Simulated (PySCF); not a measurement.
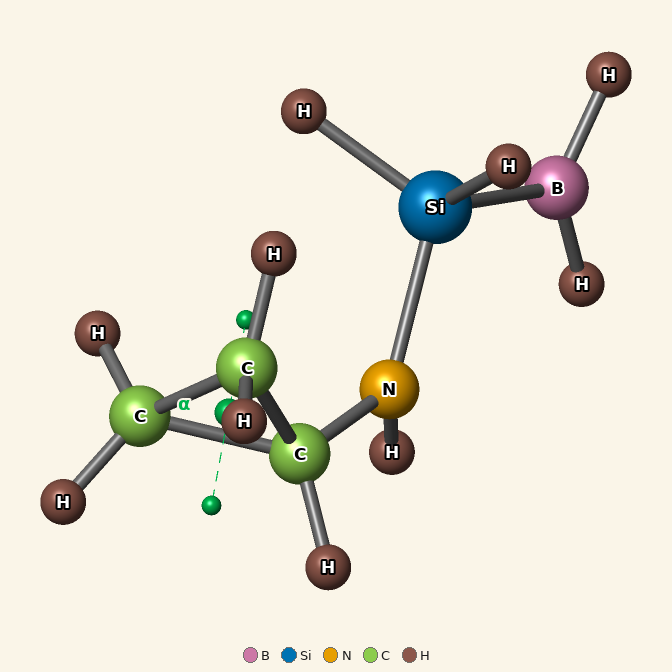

The small points mark where nucleus-independent chemical shifts (NICS) were computed: at the centre of each lettered ring and 1 Å above and below it. Computed geometry: GFN2-xTB optimisation. No frequency run is at hand to confirm it as a minimum. Properties computed with GIAO PBE0/pcSseg-1 NMR shielding, non-relativistic, gas phase (PySCF 2.14.0).

Give NICS(0), NICS(1) and the out-of-plane component NICS(1)zz for each ring (means of the two sides).

| ring | members | NICS(0) | NICS(1) | NICS(1)zz |
| --- | --- | --- | --- | --- |
| α | C3 | −41.7 | −8.2 | −21.8 |

Values in ppm.

The geometry is semi-empirical. Around B, Si such bond lengths and angles can be off by a tenth of an ångström or more and by several degrees, and values that hang on the shape move with them.
